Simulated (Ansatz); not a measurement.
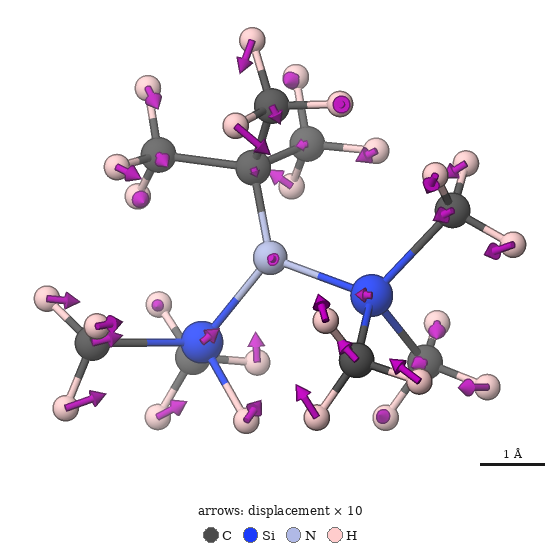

A relaxation of C₉H₂₅NSi₂. The starting structure is drawn; purple arrows show the displacements, 10 times their true length. The two geometries are superimposed by the best rigid fit.

Style: ball-and-stick. Shown at a tilt.

The start comes from PBE-D4/def2-SVP.

Theory: RKS PBE0-D4/def2-TZVP (Ansatz 0.2.0).

Input
```yaml
crystal:
  periodic: [false, false, false]
  atoms:
    - {symbol: C, position_ang: [-2.884063, -0.518269, -0.755074]}
    - {symbol: Si, position_ang: [-1.682200, -0.176543, 0.673597]}
    - {symbol: C, position_ang: [-2.434256, 1.074686, 1.881363]}
    - {symbol: N, position_ang: [-0.008725, 0.148929, 0.169590]}
    - {symbol: C, position_ang: [0.329788, 1.306047, -0.716623]}
    - {symbol: C, position_ang: [1.638567, 1.982621, -0.259117]}
    - {symbol: C, position_ang: [-0.761797, 2.393040, -0.645614]}
    - {symbol: C, position_ang: [0.449343, 0.836728, -2.182997]}
    - {symbol: Si, position_ang: [1.069812, -1.265186, 0.427834]}
    - {symbol: C, position_ang: [1.213257, -1.627531, 2.281791]}
    - {symbol: C, position_ang: [2.861898, -1.069530, -0.173725]}
    - {symbol: C, position_ang: [0.390923, -2.781652, -0.492382]}
    - {symbol: H, position_ang: [-2.480700, -1.316393, -1.410917]}
    - {symbol: H, position_ang: [-3.856607, -0.868959, -0.349831]}
    - {symbol: H, position_ang: [-3.086135, 0.370734, -1.385550]}
    - {symbol: H, position_ang: [-1.576329, -1.469411, 1.439195]}
    - {symbol: H, position_ang: [-3.287915, 0.595854, 2.405493]}
    - {symbol: H, position_ang: [-2.810832, 1.992745, 1.390109]}
    - {symbol: H, position_ang: [-1.688594, 1.370181, 2.647054]}
    - {symbol: H, position_ang: [1.565831, 2.262550, 0.810861]}
    - {symbol: H, position_ang: [1.823528, 2.904391, -0.848005]}
    - {symbol: H, position_ang: [2.517613, 1.328637, -0.385881]}
    - {symbol: H, position_ang: [-1.756086, 2.016073, -0.956955]}
    - {symbol: H, position_ang: [-0.504063, 3.224151, -1.331588]}
    - {symbol: H, position_ang: [-0.845151, 2.812074, 0.375822]}
    - {symbol: H, position_ang: [0.704152, 1.678383, -2.860372]}
    - {symbol: H, position_ang: [1.236121, 0.065051, -2.295454]}
    - {symbol: H, position_ang: [-0.507502, 0.394139, -2.525829]}
    - {symbol: H, position_ang: [0.242277, -1.890152, 2.744440]}
    - {symbol: H, position_ang: [1.912734, -2.472607, 2.453166]}
    - {symbol: H, position_ang: [1.615157, -0.739146, 2.811591]}
    - {symbol: H, position_ang: [3.334444, -2.068174, -0.055644]}
    - {symbol: H, position_ang: [2.964586, -0.783901, -1.238969]}
    - {symbol: H, position_ang: [3.446953, -0.356618, 0.440243]}
    - {symbol: H, position_ang: [1.038857, -3.667367, -0.323684]}
    - {symbol: H, position_ang: [0.359876, -2.586895, -1.584780]}
    - {symbol: H, position_ang: [-0.634264, -3.047482, -0.166158]}
basis:
  gaussian: {orbitals: def2-TZVP}
hamiltonian: {xc: pbe0, dispersion: d4}
relax: {f_tol: 0.005, max_steps: 150}
```

### Which element moves most?

Hydrogen: up to 0.073 Å, against 0.053 Å for carbon.

### Describe the change and its energy.

The atom that moves furthest after the best rigid fit is H20 (0.073 Å). Largest moves by element: H 0.073 Å, C 0.053 Å, Si 0.038 Å, N 0.024 Å. Some distances before and after: N4–Si9 1.797 → 1.762 Å, Si2–N4 1.778 → 1.744 Å, C1–Si2 1.898 → 1.877 Å, Si2–C3 1.895 → 1.874 Å. After 7 geometry steps the energy has fallen by 0.171 eV. The largest force component goes from 0.52 to 0.0027 eV/Å.
